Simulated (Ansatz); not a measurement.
# BN₂ (quartet): correlated methods under varied settings

What do other methods and options give for BN₂ (quartet) at this geometry, and how long do they take?

Program: Ansatz 0.2.0, Gaussian basis. Level of theory: the settings change from run to run. These are calculated values, not measurements.

36 further runs of the same task are left out: 12 for a known fault of the program, 12 that didn't finish, 12 set aside as unsound or not needed.

## Step 1: The system

The geometry is a PBE0/def2-TZVP stationary point (not a proven minimum).

3 atoms, charge 0, spin multiplicity 4.

Atoms are counted from 1 here; the program's logs count them from 0.

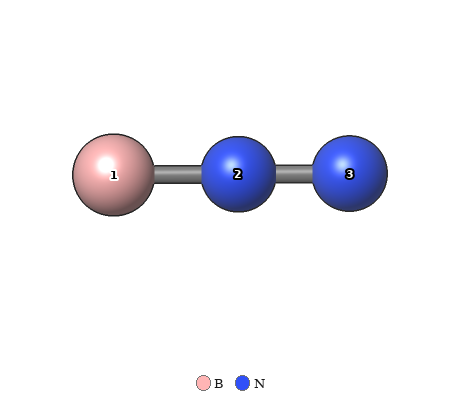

The structure; boron pink, nitrogen blue; atoms are numbered from 1 in the order of the file.

## Step 2: CCSDT(Q) on UHF/6-31G

File in.yaml:

```yaml
crystal:
  periodic: [false, false, false]
  atoms:
    - {symbol: B, position_ang: [0.000000, 0.000000, 1.266000]}
    - {symbol: N, position_ang: [0.000000, 0.000000, -0.048200]}
    - {symbol: N, position_ang: [0.000000, 0.000000, -1.217800]}
basis:
  gaussian: {orbitals: 6-31G}
magnetization: {spin_polarized: true, initial_magnetization: 3}
correlation: {method: ccsdt_q, electrons: outside_noble_gas, diis_vectors: 2}
accuracy: high
```

Command:

```
ansatz run in.yaml --threads 1 --pin off --events-out ev --progress --plain --max-ram 2393MiB
```

What it wrote, shortened:

```text
Functional definition: HF
  name "HF"
  cite "Fock, Z. Phys. 61, 126 (1930) doi:10.1007/BF01340294"
  parent pbe
[...]
637 factors; integrals over basis functions are off by at most 4.2e-9 eV
[...]
mean field -3630.65934728 eV, -133.4242700634 hartree, gradient 3.1e-8 eV, S^2 3.999300; 0 other end points of the search recorded, 0 dependent functions left out
3 core orbitals not correlated: weight in the atoms' cores, before any rotation towards them, 1.000 or more for the frozen orbitals, at most 0.000 for the correlated occupied ones
reference -3630.65934728 eV, -133.4242700634 hartree; 8, 5 occupied and 16, 19 virtual orbitals, 637 factors
second order -5.40576789 eV of doubles, -0.00000000 eV of singles
cycle   1  -5.55119456 eV  change   -1.5e-1 eV  update   1.0e-1
[...]
cycle  43  -6.41053826 eV  change   -1.5e-9 eV  update   1.0e-9
perturbative correction -0.03368854 eV, -0.0012380310 hartree
Total energy: -3637.10357408 eV, -133.6610910301 hartree
```

It took 26 s on 1 thread of AMD EPYC, shared host.

From the report: ⟨S²⟩ of the determinant 3.999 (pure quartet: 3.75); correlation -6.4442 eV; T1 0.042; largest double amplitude 0.10.

## Step 3: MP2 on UHF/cc-pVDZ

Edit in.yaml of step 2 so:

```diff
@@ -7,5 +7,4 @@
 basis:
-  gaussian: {orbitals: 6-31G}
+  gaussian: {orbitals: cc-pVDZ, fitting: {mean_field: def2-universal-jkfit}}
 magnetization: {spin_polarized: true, initial_magnetization: 3}
-correlation: {method: ccsdt_q, electrons: outside_noble_gas, diis_vectors: 2}
-accuracy: high
+correlation: {method: mp2, electrons: outside_noble_gas}
```

Same command.

What it wrote:

```text
Functional definition: HF
  name "HF"
  cite "Fock, Z. Phys. 61, 126 (1930) doi:10.1007/BF01340294"
  parent pbe
  exchange = exact_x
  correlation = 0
229 factors; integrals over basis functions are off by at most 3.8e-2 eV
mean field evaluation 1: about -3628.2068 eV, gradient 1.9e1 eV
mean field evaluation 2: about -3630.5698 eV, gradient 1.5e1 eV
mean field evaluation 4: about -3632.3079 eV, gradient 3.1e0 eV
mean field evaluation 8: about -3632.5842 eV, gradient 4.0e-4 eV
mean field -3632.58415137 eV, -133.4950053090 hartree, gradient 1.2e-6 eV, S^2 3.995697; 0 other end points of the search recorded, 0 dependent functions left out
3 core orbitals not correlated: weight in the atoms' cores, before any rotation towards them, 1.000 or more for the frozen orbitals, at most 0.000 for the correlated occupied ones
reference -3632.58415137 eV, -133.4950053090 hartree; 8, 5 occupied and 31, 34 virtual orbitals, 229 factors
second order -8.32559573 eV of doubles, -0.00000000 eV of singles
Total energy: -3640.90974711 eV, -133.8009653088 hartree
```

Wall time 0.53 s (1 thread of AMD EPYC, shared host).

From the report: ⟨S²⟩ of the determinant 3.996 (pure quartet: 3.75).

## Step 4: CCSD/cc-pVDZ

Edit in.yaml of step 3 so:

```diff
@@ -7,4 +7,5 @@
 basis:
-  gaussian: {orbitals: cc-pVDZ, fitting: {mean_field: def2-universal-jkfit}}
+  gaussian: {orbitals: cc-pVDZ}
 magnetization: {spin_polarized: true, initial_magnetization: 3}
-correlation: {method: mp2, electrons: outside_noble_gas}
+hamiltonian: {xc: {name: PBE0}}
+correlation: {method: ccsd, electrons: valence}
```

The command is unchanged.

What it wrote, shortened:

```text
Functional definition: PBE0
  name "PBE0"
  cite "Adamo & Barone, J. Chem. Phys. 110, 6158 (1999) doi:10.1063/1.478522"
  cite "Perdew, Burke & Ernzerhof, Phys. Rev. Lett. 77, 3865 (1996) doi:10.1103/PhysRevLett.77.3865"
  parent pbe
[...]
409 factors; integrals over basis functions are off by at most 1.0e-3 eV
[...]
mean field -3647.71799580 eV, -134.0511638337 hartree, gradient 7.4e-6 eV, S^2 3.793331; 0 other end points of the search recorded, 0 dependent functions left out
3 core orbitals not correlated: weight in the atoms' cores, before any rotation towards them, 1.000 or more for the frozen orbitals, at most 0.000 for the correlated occupied ones
reference -3631.98180535 eV, -133.4728695007 hartree; 8, 5 occupied and 31, 34 virtual orbitals, 409 factors
second order -9.52953869 eV of doubles, -0.27338212 eV of singles
cycle   1  -9.29827746 eV  change    5.1e-1 eV  update   9.1e-2
[...]
cycle  12  -9.72117777 eV  change    9.1e-6 eV  update   5.6e-6
Total energy: -3641.70298311 eV, -133.8301161944 hartree
```

It took 3.3 s on 1 thread of AMD EPYC, shared host.

From the report: ⟨S²⟩ of the determinant 3.793 (pure quartet: 3.75); correlation -9.7212 eV; T1 0.010; largest double amplitude 0.07. The orbitals are Kohn-Sham ones, so correlation energy and T1 don't compare with those on Hartree-Fock orbitals.

## Step 5: CCSD on UHF/cc-pVDZ

Edit in.yaml of step 4 so:

```diff
@@ -9,3 +9,2 @@
 magnetization: {spin_polarized: true, initial_magnetization: 3}
-hamiltonian: {xc: {name: PBE0}}
-correlation: {method: ccsd, electrons: valence}
+correlation: {method: ccsd, electrons: outside_noble_gas}
```

Same command.

What it wrote, shortened:

```text
Functional definition: HF
  name "HF"
  cite "Fock, Z. Phys. 61, 126 (1930) doi:10.1007/BF01340294"
  parent pbe
[...]
409 factors; integrals over basis functions are off by at most 1.0e-3 eV
[...]
mean field -3632.58621812 eV, -133.4950812604 hartree, gradient 2.6e-6 eV, S^2 3.995661; 0 other end points of the search recorded, 0 dependent functions left out
3 core orbitals not correlated: weight in the atoms' cores, before any rotation towards them, 1.000 or more for the frozen orbitals, at most 0.000 for the correlated occupied ones
reference -3632.58621812 eV, -133.4950812604 hartree; 8, 5 occupied and 31, 34 virtual orbitals, 409 factors
second order -8.32371247 eV of doubles, -0.00000000 eV of singles
cycle   1  -8.55783485 eV  change   -2.3e-1 eV  update   9.7e-2
[...]
cycle  12  -9.19621105 eV  change    9.4e-6 eV  update   8.0e-6
Total energy: -3641.78242916 eV, -133.8330357830 hartree
```

Wall time 2.9 s (1 thread of AMD EPYC, shared host).

From the report: ⟨S²⟩ of the determinant 3.996 (pure quartet: 3.75); correlation -9.1962 eV; T1 0.040; largest double amplitude 0.07.

## Step 6: The runs in one table

Where basis and cores are those of an earlier UCCSDT(Q)/cc-pVDZ run (-3642.2211 eV), and the state is the same kind, the miss against it is given.

```
                          level         correlated  functions  energy (eV)  from UCCSDT(Q) (meV)    time
          CCSDT(Q) on UHF/6-31G  outside noble gas         27   -3637.1036                          26 s
             MP2 on UHF/cc-pVDZ  outside noble gas         42   -3640.9097                1311.4  0.53 s
CCSD/cc-pVDZ (on PBE0 orbitals)            valence         42   -3641.7030                 518.1   3.3 s
            CCSD on UHF/cc-pVDZ  outside noble gas         42   -3641.7824                 438.7   2.9 s
```

## Step 7: Outcome

```
quantity                        value
    runs                            4
quickest   MP2 on UHF/cc-pVDZ, 0.53 s
 slowest  CCSDT(Q) on UHF/6-31G, 26 s
```

In words: Total energies in different bases, with other cores or another treatment of relativity can't be set against each other. CCSDT(Q) on UHF/6-31G took 49 times as long as MP2 on UHF/cc-pVDZ; the jobs differ in more than the method. Among the correlated runs with a miss given, it spans +439 to +1311 meV. Cores frozen from Kohn-Sham orbitals shift the total energy.
